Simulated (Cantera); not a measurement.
Input: 1 mol Si₃H₈, a varied amount of Cl₂, 34 mol H₂, equilibrated at 998 K and 0.270 bar.

Method: chemical equilibrium by Gibbs-energy minimisation in Cantera with the NASA 1993 tables (ideal gas, pure condensed phases). Candidate condensed phases: Si; 19 gas species. The feed counts by its element totals alone. The tables' values for SiCl₃ are old estimates; treat these amounts as uncertain. Rates play no part.

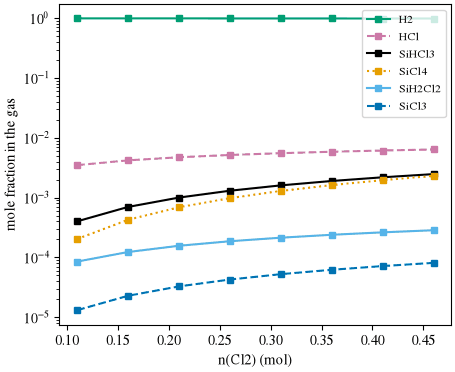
Fig. 1. Equilibrium gas composition (values under 1e-9 drawn at 1e-9)

From 0.11 mol Cl₂ to 0.46 mol Cl₂ the condensed part is Si(s). The main Si-bearing gas is SiHCl₃ throughout. The share of Si in condensed phases is highest at 0.11 mol Cl₂ (99.1 %) and lowest at 0.46 mol Cl₂ (93.3 %).
